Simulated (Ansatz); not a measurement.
The reference is MgTe in the zinc blende structure (space group F-43m, No. 216; a = 6.3681 Å).

It is then changed as follows: every lattice vector is shortened by 1.00 %; the atoms relax in the strained cell.

Computed with LDA in Ansatz (plane waves to 420 eV, PAW, no spin-orbit coupling).

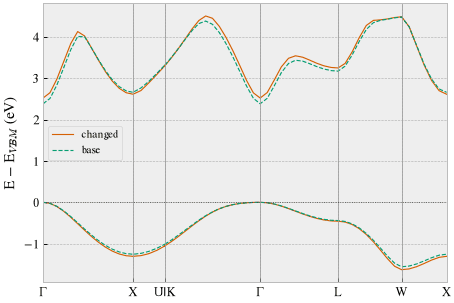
Figure. Highest valence and lowest conduction band along the path, each from its own valence-band maximum

Task: Read the changed gap and its character from the plot.

Result: About 2.5 eV, direct at Γ.

Spin-orbit coupling, missing from the scalar runs, can matter with Te. No phonon test of stability was made.

Ansatz is an electronic-structure program.
